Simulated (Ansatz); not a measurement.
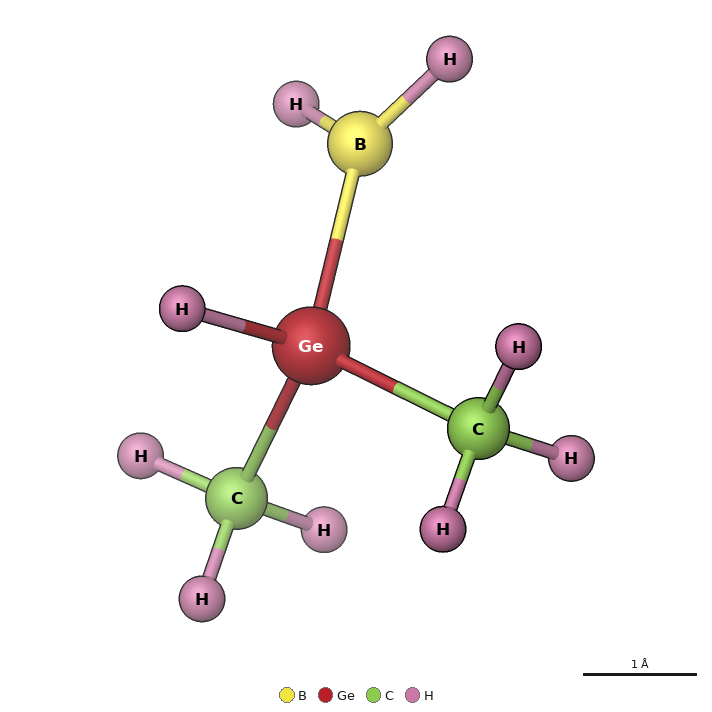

Atoms fade into the background with distance from the viewer. The geometry was computed by an optimisation with PBE0-D4/def2-TZVP. No frequency run is at hand to confirm it as a minimum. Masses are those of the most abundant isotopes; constants are for the rigid equilibrium geometry.

> Classify the rotor and give the rotational constants (cm⁻¹).

An asymmetric top (Cs): A = 0.164, B = 0.159, C = 0.0952 cm⁻¹. Ray's parameter κ is 0.85, close to the oblate limit.
